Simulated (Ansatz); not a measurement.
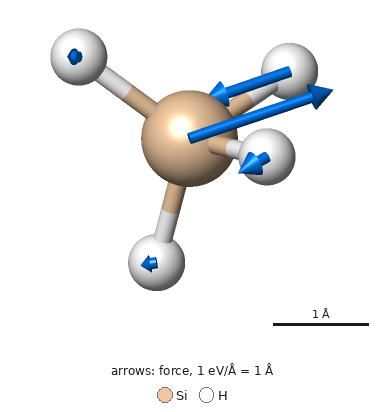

Starting geometry of SiH$_{4}$ with the computed forces as blue arrows. Style: ball-and-stick. Shown at a tilt.

It is one of the separated products of a reaction.

All numbers below come from RKS PBE0-D4/def2-TZVP in Ansatz.

Input
```yaml
crystal:
  periodic: [false, false, false]
  atoms:
    - {symbol: Si, position_ang: [0.974699, -0.182359, 0.626525]}
    - {symbol: H, position_ang: [-0.107925, -0.637445, -0.379719]}
    - {symbol: H, position_ang: [2.070825, -1.109106, 0.228890]}
    - {symbol: H, position_ang: [1.393894, 1.218188, 0.417320]}
    - {symbol: H, position_ang: [0.520854, -0.479265, 2.001455]}
basis:
  gaussian: {orbitals: def2-TZVP}
hamiltonian: {xc: pbe0, dispersion: d4}
relax: {f_tol: 0.005, max_steps: 200}
```

Launched with:
```bash
ansatz run in.yaml --threads 2 --pin off --events-out ev --progress --plain --max-ram 4352MiB
```

### Is this structure relaxed? If not, where do the atoms go?

It isn't relaxed: the largest force vector, on Si1, is 1.63 eV/Å. The final displacements follow the starting forces only in part (cosine between the two patterns 0.64). Over 3 geometry steps the energy falls by 2.18 kcal/mol. Largest force component: 1.1 eV/Å at the start, 0.0024 eV/Å at the end. H2 moves most after the best rigid fit: 0.089 Å. By element the largest moves are H 0.089 Å, Si 0.073 Å. Among the contacts that change: Si1–H2 1.547 → 1.485 Å, Si1–H4 1.477 → 1.485 Å, Si1–H3 1.489 → 1.485 Å. Bond angles that change, for instance: H2–Si1–H3 99.1° → 109.5°, H4–Si1–H5 114.2° → 109.5°, H2–Si1–H4 112.7° → 109.5°. The run took 2.2 s on 2 threads of Intel Xeon Platinum 8488C (shared host).
